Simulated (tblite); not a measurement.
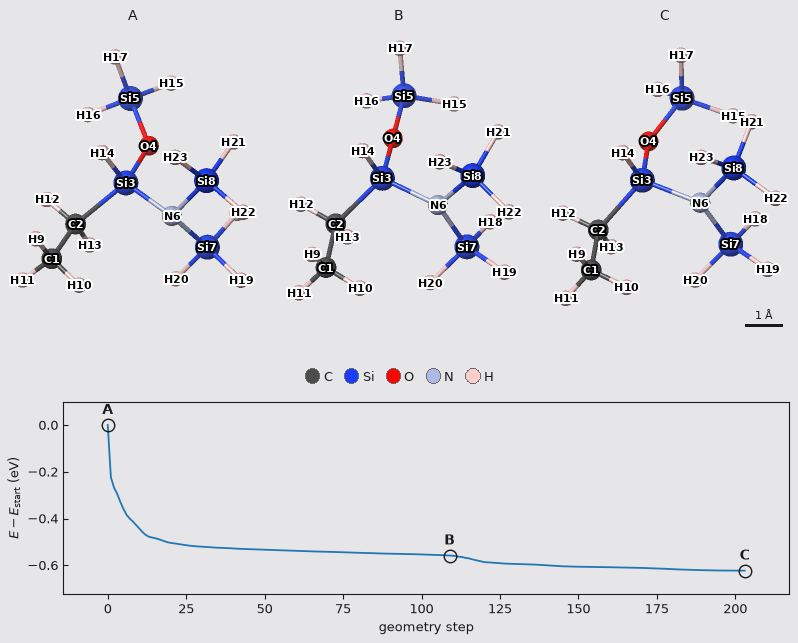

Frames of a relaxation of C$_{2}$H$_{15}$NOSi$_{4}$, marked on the history of the run. A ball-and-stick model, seen at a tilt.

Theory: tblite 0.8.0, GFN2-xTB geometry optimisation, gas phase. 

Question: What happens along the run?

Answer: The energy falls by 0.623 eV in 203 geometry steps. The atom that moves furthest after the best rigid fit is H15 (1.48 Å). Largest moves by element: H 1.48 Å, O 0.89 Å, Si 0.56 Å, N 0.47 Å, C 0.39 Å. Some distances before and after: N6–Si7 1.681 → 1.744 Å, Si3–N6 1.697 → 1.744 Å, O4–Si5 1.663 → 1.620 Å, Si8–H22 1.490 → 1.462 Å. Bond angles that change, for instance: Si7–N6–Si8 110.9° → 119.8°, Si3–O4–Si5 138.2° → 146.3°, C2–Si3–H14 105.5° → 111.9°. Groups turn about Si3–O4 by about 135°, O4–Si5 by about 130°. From step 0 to 109: H15 moves most (0.77 Å), energy −0.558 eV. From step 109 to 203: H15 moves most (0.75 Å), energy −0.065 eV.

```json
{"step": "0", "E − E(0), eV": "0.0000"}
{"step": "1", "E − E(0), eV": "-0.2237"}
{"step": "2", "E − E(0), eV": "-0.2678"}
{"step": "3", "E − E(0), eV": "-0.2938"}
{"step": "4", "E − E(0), eV": "-0.3288"}
{"step": "5", "E − E(0), eV": "-0.3591"}
{"step": "6", "E − E(0), eV": "-0.3843"}
{"step": "7", "E − E(0), eV": "-0.4003"}
{"step": "8", "E − E(0), eV": "-0.4126"}
{"step": "9", "E − E(0), eV": "-0.4272"}
{"step": "10", "E − E(0), eV": "-0.4422"}
{"step": "20", "E − E(0), eV": "-0.5041"}
{"step": "30", "E − E(0), eV": "-0.5207"}
{"step": "40", "E − E(0), eV": "-0.5283"}
{"step": "51", "E − E(0), eV": "-0.5341"}
{"step": "61", "E − E(0), eV": "-0.5391"}
{"step": "71", "E − E(0), eV": "-0.5427"}
{"step": "81", "E − E(0), eV": "-0.5470"}
{"step": "91", "E − E(0), eV": "-0.5507"}
{"step": "101", "E − E(0), eV": "-0.5544"}
{"step": "112", "E − E(0), eV": "-0.5637"}
{"step": "122", "E − E(0), eV": "-0.5884"}
{"step": "132", "E − E(0), eV": "-0.5952"}
{"step": "142", "E − E(0), eV": "-0.6022"}
{"step": "152", "E − E(0), eV": "-0.6069"}
{"step": "162", "E − E(0), eV": "-0.6090"}
{"step": "173", "E − E(0), eV": "-0.6127"}
{"step": "183", "E − E(0), eV": "-0.6184"}
{"step": "193", "E − E(0), eV": "-0.6221"}
{"step": "203", "E − E(0), eV": "-0.6232"}
```
